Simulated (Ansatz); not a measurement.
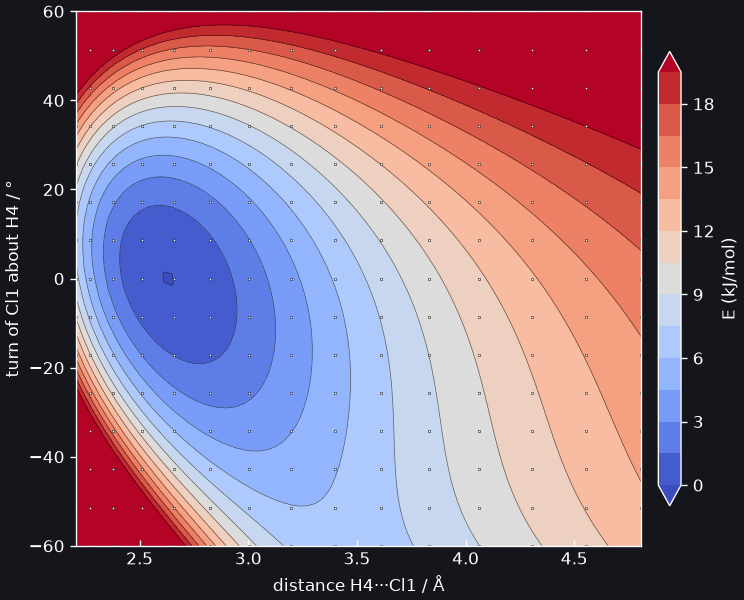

The pair Cl···H₃N, charge −1. The turn is about an axis along (−0.90, −0.42, −0.05) in the frame of the relaxed pair, normal to the line between the partners. First axis: distance H4···Cl1. Second axis: turn of Cl1 about H4. The scan uses a 15 × 15 grid. Points are written as (first, second). Energies: kJ/mol, counted from the lowest grid point. The calculation used RHF/def2-TZVPD (Ansatz).

In the figure: filled contours, dots at the grid points, one colour for all values above the top of the scale. Between grid points the surface is interpolated.

The lowest grid point is at (2.659 Å, 0.0°). It is the only kind of minimum in the scanned range. The highest grid point, (2.209 Å, −60.0°), lies 85.3 kJ/mol above the lowest. Round the minimum the valley is somewhat tilted: raising distance H4···Cl1 shifts the best value of turn of Cl1 about H4 downwards (coupling k₁₂/√(k₁₁k₂₂) about 0.3).

The level of theory is changed to RKS PBE0-D4/def2-TZVPD (Ansatz); with it change the reference geometry, relaxed at the new level; the new grid has 15 × 15 points.

Question: How does the landscape change?

Answer: The minimum (interpolated where it lies between grid points) moves from about (2.631 Å, 0°) to about (2.337 Å, 0°). The curvature at the minimum changes from about 0.52 to 1 eV/Å² along distance H4···Cl1 and from about 0.38 to 0.51 eV/rad² along turn of Cl1 about H4.

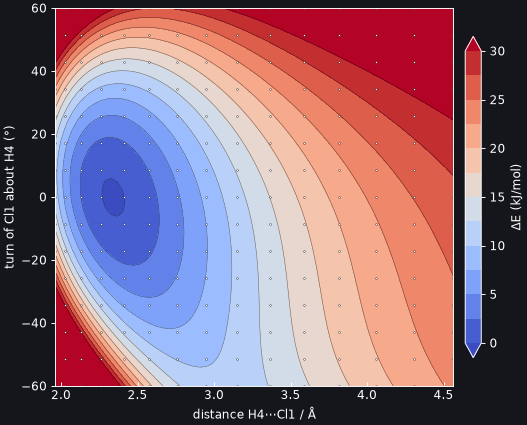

The map after the change, on a colour scale of its own. In the figure: filled contours, dots at the grid points, one colour for all values above the top of the scale. Between grid points the surface is interpolated.
